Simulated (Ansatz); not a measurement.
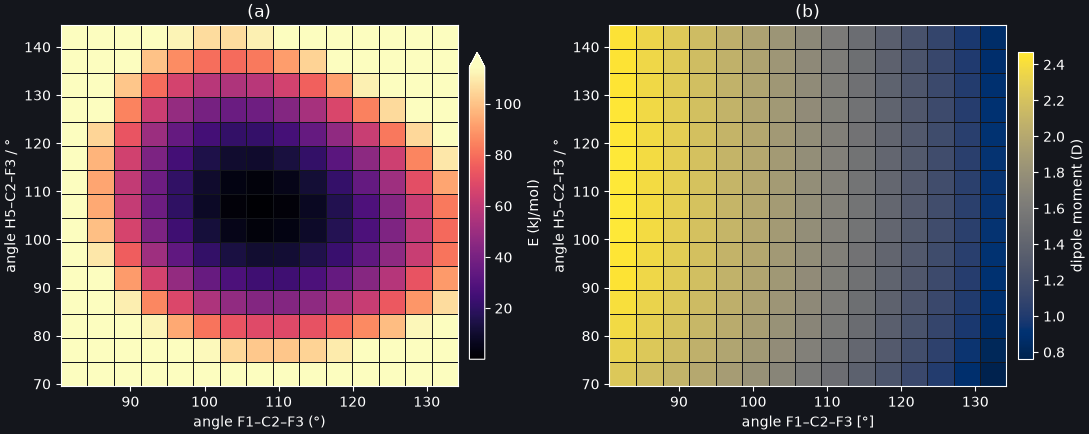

CH4F2Si, SMILES FC(F)[SiH3]. First axis: angle F1–C2–F3. Second axis: angle H5–C2–F3. Nothing is relaxed (all other coordinates rigid). Grid: 15 × 15 points. All energies are given in kJ/mol relative to the relaxed molecule at the same level. Theory: RKS PBE-D4/def2-TZVP in Ansatz 0.2.0.

Panel (a) is the energy; panel (b) is the computed dipole moment, in D.

The picture shows one coloured cell a grid point, one colour for all values above the top of the scale.

How does the dipole moment vary over the map, and what is it at the lowest grid point?

Answer. Leaving out the highest fifth of the energies, it runs from 0.85 D at angle F1–C2–F3 = 132.4°, angle H5–C2–F3 = 82° to 2.47 D at angle F1–C2–F3 = 82.4°, angle H5–C2–F3 = 112°. At the lowest grid point, angle F1–C2–F3 = 107.4°, angle H5–C2–F3 = 107°, it is 1.78 D.
